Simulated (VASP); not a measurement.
Band structure of Si (diamond). Level of theory: TPSS meta-GGA, VASP's PBE PAW potentials (set 64) (plane waves; VASP).

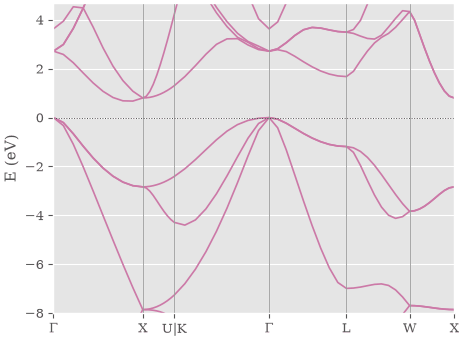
Bands along high-symmetry lines, zero at the valence-band maximum or, without a gap, the Fermi level

### Question
Read the plot: is there a gap, and where are the band edges?

### Answer
The gap is indirect, 0.67 eV, from the valence maximum at Γ to the conduction minimum at (0.44, 0.44, 0.00).

Measured: gap 1.23 eV (computed value off by -0.56 eV), as given by Wei Chen et al., Physical Review Materials (2018), doi:10.1103/physrevmaterials.2.073803 [zero-point renormalisation of 0.06 eV added back (the table's ZPR column)].

The compound is Si in the diamond structure. It was relaxed first.
